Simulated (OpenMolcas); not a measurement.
**Energy and gradient calculation of COS (part 1 of 2)**

COS, SMILES O=C=S, computed with PBE0/def2-TZVP, RKS (OpenMolcas 26.06).

The geometry comes from this level: GFN2-xTB.

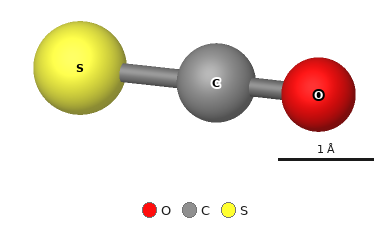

*The structure (ball-and-stick view, seen at a tilt).*

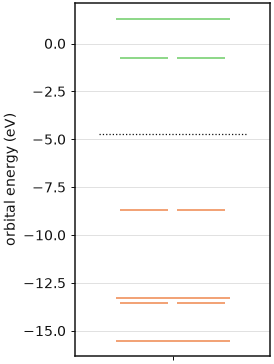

*Orbital energies near the frontier; the dotted line parts filled from empty levels, and levels within 0.02 eV of each other stand side by side.*

Highest filled −8.71 eV, lowest empty −0.77 eV, 7.94 eV apart.

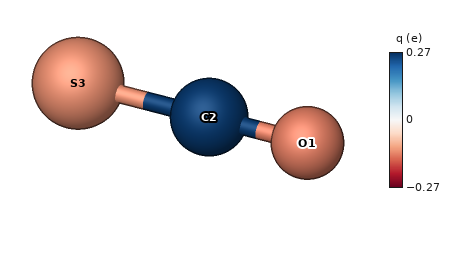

*Mulliken charges, as the colour of each atom (ball-and-stick view, seen at a tilt; atoms are numbered from 1 in the order of the input).*

By element: O −0.14, C +0.26 and S −0.12 e.

These pictures come from the run below.

Input file:
```
>>> EXPORT MOLCAS_PRINT=2
&GATEWAY
BasLib
$CurrDir
Coord
3
angstrom
O        0.917690       0.682680       0.579560
C        0.092740       0.066300       0.058350
S       -1.010430      -0.748980      -0.637910
Basis
def2-TZVP
Group
NoSym
&SEWARD
GridInput
Grid=UltraFine
End of Grid
&SCF
KSDFT
PBE0
Thresholds
1e-10 1e-07 1e-07 1e-05
PrOrbitals
1 2
&ALASKA
```

Command:
```bash
export MOLCAS_MEM=1860
pymolcas mol.input > mol.log
```

Output:
```
--- Start Module: gateway ---

                                              &GATEWAY

                       available to each process: 1.9 GB of memory, 1 thread

 Basis Set     1 Label: O.DEF2-TZVP
 Basis set is read from library:.
 basistype.tbl is not found

 Basis Set     2 Label: C.DEF2-TZVP
 Basis set is read from library:.
 basistype.tbl is not found

 Basis Set     3 Label: S.DEF2-TZVP
 Basis set is read from library:.
 basistype.tbl is not found

++    Symmetry information:
      ---------------------

                    Character Table for C1

                             E
                    a        1  x, y, xy, Rz, z, xz, Ry, yz, Rx, I
--

++    Basis set information:
      ----------------------

      Basis set label: O.DEF2-TZVP.........

      Electronic valence basis set:
      ------------------
      Associated Effective Charge   8.000000 au
      Associated Actual Charge      8.000000 au
      Nuclear Model: Point charge

      Shell  nPrim  nBasis  Cartesian Spherical Contaminant
         s      11       5        X
         p       6       3        X
         d       2       2                 X
         f       1       1                 X

      Basis set label: C.DEF2-TZVP.........

      Electronic valence basis set:
      ------------------
      Associated Effective Charge   6.000000 au
      Associated Actual Charge      6.000000 au
      Nuclear Model: Point charge

      Shell  nPrim  nBasis  Cartesian Spherical Contaminant
         s      11       5        X
         p       6       3        X
         d       2       2                 X
         f       1       1                 X

      Basis set label: S.DEF2-TZVP.........

      Electronic valence basis set:
      ------------------
      Associated Effective Charge  16.000000 au
      Associated Actual Charge     16.000000 au
      Nuclear Model: Point charge

      Shell  nPrim  nBasis  Cartesian Spherical Contaminant
         s      14       5        X
         p       9       5        X
         d       3       2                 X
         f       1       1                 X
--

++    Molecular structure info:
      -------------------------

                    ************************************************
                    **** Cartesian Coordinates / bohr, angstrom ****
                    ************************************************

     Center  Label                x              y              z                     x              y              z
        1      O1               1.734183       1.290078       1.095210              0.917690       0.682680       0.579560
        2      C2               0.175253       0.125289       0.110266              0.092740       0.066300       0.058350
        3      S3              -1.909436      -1.415367      -1.205475             -1.010430      -0.748980      -0.637910

                    ***************************************
                    *    InterNuclear Distances / bohr    *
                    ***************************************

               1 O1            2 C2            3 S3
    1 O1       0.000000
    2 C2       2.181080        0.000000
    3 S3       5.088078        2.907013        0.000000

                    *******************************************
                    *    InterNuclear Distances / angstrom    *
                    *******************************************

               1 O1            2 C2            3 S3
    1 O1       0.000000
    2 C2       1.154178        0.000000
    3 S3       2.692495        1.538325        0.000000

                    **************************************
                    *    Valence Bond Angles / degree    *
                    **************************************
                          Atom centers                 Phi
                      1 O1       2 C2       3 S3       179.72
--

            Nuclear Potential Energy             80.18787960 au

--- Stop Module: gateway /rc=_RC_ALL_IS_WELL_ ---

--- Start Module: seward ---

                                              &SEWARD

                       available to each process: 1.9 GB of memory, 1 thread

               SEWARD will generate:
                  Multipole Moment integrals up to order  2
                  Kinetic Energy integrals
                  Nuclear Attraction integrals (point charge)
                  One-Electron Hamiltonian integrals
                  Velocity integrals
                  Orbital angular momentum around ( -0.5204  -0.3854  -0.3285 )
                  Velocity quadrupole around ( -0.5204  -0.3854  -0.3285 )
                  Two-Electron Repulsion integrals

                   Integrals are discarded if absolute value <: 1.00E-14
                   Integral cutoff threshold is set to       <: 1.00E-16

            Nuclear Potential Energy             80.18787960 au

      Basis set specifications :
      Symmetry species         a
      Basis functions           99

--- Stop Module: seward /rc=_RC_ALL_IS_WELL_ ---
--- Module seward spent 5 seconds ---

--- Start Module: scf ---

                                                &SCF

                       available to each process: 1.9 GB of memory, 1 thread

 ###############################################################################
 ###     Minimized-density-differences option turned off!                    ###
 ###############################################################################
++    Input section:
      --------------

      Header of the integral files:

      Cartesian coordinates in angstrom:
      -----------------------------------------------------
      No.  Label        X            Y            Z
      -----------------------------------------------------
       1   O1         0.91769000   0.68268000   0.57956000
       2   C2         0.09274000   0.06630000   0.05835000
       3   S3        -1.01043000  -0.74898000  -0.63791000
      -----------------------------------------------------
      Nuclear repulsion energy =   80.18787960
--

++    Orbital specifications:
      -----------------------

      Symmetry species               1
                                     a
      Frozen orbitals                0
      Occupied orbitals             15
      Secondary orbitals            84
      Deleted orbitals               0
      Total number of orbitals      99
      Number of basis functions     99
--

      Molecular charge                           0.000

      Numerical integration parameters
      --------------------------------
      Radial quadrature type:                         MHL
      Size of radial grid:                            99
      Lebedev angular grid:                           41
      Angular grid pruned with the crowding factor:  1.00E+10
                                 and fading factor:  1.00E+01
      Screening threshold for integral computation:   1.00E-11
      Radial quadrature accuracy:                     1.00E-25
      Maximum batch size:                             128
      AO values are stored on disk
      The same grid will be used for all iterations.

      DFT functional specifications
      -----------------------------
      Using Libxc version: 6.2.2
      Please cite the following reference:
      S. Lehtola, C. Steigemann, M. J.T. Oliveira, and M. A.L. Marques.,  SoftwareX 7, 1–5 (2018) doi:10.1016/j.softx.2017.11.002

      * PBEH (PBE0)

++    Optimization specifications:
      ----------------------------

      SCF Algorithm: Conventional
      D(i)-D(i-1) density differences are used
      Number of density matrices in core                 5
      Maximum number of NDDO SCF iterations            400
      Maximum number of HF SCF iterations              400
      Threshold for SCF energy change             1.00E-10
      Threshold for density matrix                1.00E-07
      Threshold for Fock matrix                   1.00E-07
      Threshold for linear dependence             1.00E-09
      Threshold at which DIIS is turned on        1.50E-01
      Maximum depth in the DIIS procedure                5
      Maximum depth in the BFGS Hessian update          30
      Threshold at which QNR/C2DIIS is turned on  7.50E-02
      Threshold for Norm(delta) (QNR/C2DIIS)      1.00E-05
      All orbitals punched on: SCFORB
--

      Input vectors read from INPORB
      Orbital file label: *Guess orbitals

++ Convergence information
                                   PBE0       iterations: Energy and convergence statistics

Iter     Tot. PBE0       One-elec.       Two-elec.     Energy      Max Dij or  Max Fij      DNorm      TNorm      AccCon     Time
         Energy          Energy          Energy        Change      Delta Norm                                                in Sec.
   1  -510.853854826  -888.877522310   297.835787879   0.00E+00    7.52E-01*   2.47E-01*    6.09E+00   1.81E+02   None         2.
   2  -509.890295751  -895.794245750   305.716070395   9.64E-01*   1.82E-01*   1.17E-01*    2.61E+00   1.84E+02   EDIIS        1.
   3  -511.299213700  -894.619699098   303.132605794  -1.41E+00*   3.39E-01*   6.01E-02*    9.17E-01   1.83E+02   EDIIS        1.
   4  -511.238391621  -891.432156124   300.005884898   6.08E-02*   4.11E-02*   3.23E-02*    8.85E-01   1.82E+02   EDIIS        1.
   5  -511.334266948  -892.372803089   300.850656537  -9.59E-02*   6.01E-02*   1.44E-02*    2.78E-01   1.82E+02   c2DIIS       1.
   6  -511.330369052  -893.122917872   301.604669216   3.90E-03*   1.48E-01*   3.09E-02*    2.14E-01   1.83E+02   QNRc2DIIS    1.
   7  -511.302587810  -892.914050690   301.423583276   2.78E-02*   1.02E-01*   5.78E-02*    3.93E-01   1.83E+02   QNRc2DIIS    1.
   8  -511.336649890  -892.781069267   301.256539773  -3.41E-02*   1.24E-02*   7.12E-03*    2.68E-01   1.83E+02   QNRc2DIIS    1.
   9  -511.337057819  -892.867420119   301.342482696  -4.08E-04*   2.59E-03*   1.37E-03*    3.22E-02   1.83E+02   QNRc2DIIS    1.
  10  -511.337083268  -892.903481350   301.378518477  -2.54E-05*   2.93E-04*   8.44E-04*    8.53E-03   1.83E+02   QNRc2DIIS    1.
  11  -511.337084768  -892.904207952   301.379243580  -1.50E-06*   1.68E-03*   7.31E-04*    8.67E-04   1.83E+02   QNRc2DIIS    1.
  12  -511.337088840  -892.910825373   301.385856929  -4.07E-06*   3.77E-05*   1.89E-05*    5.21E-03   1.83E+02   QNRc2DIIS    1.
  13  -511.337088845  -892.910427318   301.385458869  -4.67E-09*   6.00E-06    2.57E-06*    1.97E-04   1.83E+02   QNRc2DIIS    1.
  14  -511.337088845  -892.910271029   301.385302580  -9.74E-11    7.73E-07    7.21E-07*    3.99E-05   1.83E+02   QNRc2DIIS    1.
  15  -511.337088845  -892.910278955   301.385310506  -1.71E-12    1.48E-07    2.66E-07*    4.34E-06   1.83E+02   QNRc2DIIS    1.
  16  -511.337088845  -892.910276554   301.385308105   0.00E+00    3.82E-08    4.21E-08     1.06E-06   1.83E+02   QNRc2DIIS    1.

       Convergence after  16 Iterations
--
```
